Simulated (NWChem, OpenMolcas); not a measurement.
## How basis sets differ on SiCNF2 (SMILES N#C[Si](F)F)

The species is SiCNF2 (5 atoms), meant as a doublet with charge 0. SMILES: `N#C[Si](F)F`. The coordinates come from a PBE0-D4/def2-TZVP relaxation.

Each level gives the dipole moment (D). The values are calculated.

```
                level          kind     program  value (D)
ROHF/ANO-XS-MB (DKH2)  Hartree–Fock  OpenMolcas       3.05
           UHF/STO-3G  Hartree–Fock      NWChem       3.23
            UHF/3-21G  Hartree–Fock  OpenMolcas       2.75
      UHF/aug-cc-pVDZ  Hartree–Fock  OpenMolcas       2.56
```

The values span 2.56 to 3.23 D. Magnitudes only. Sets without polarisation functions give poor dipoles.

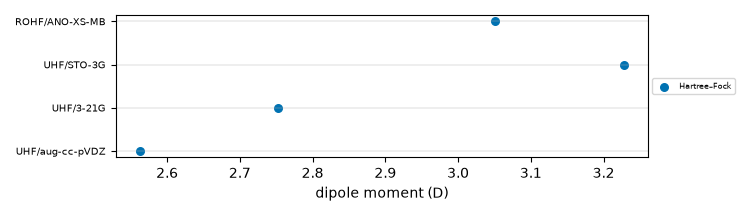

The values of the table, level by level.
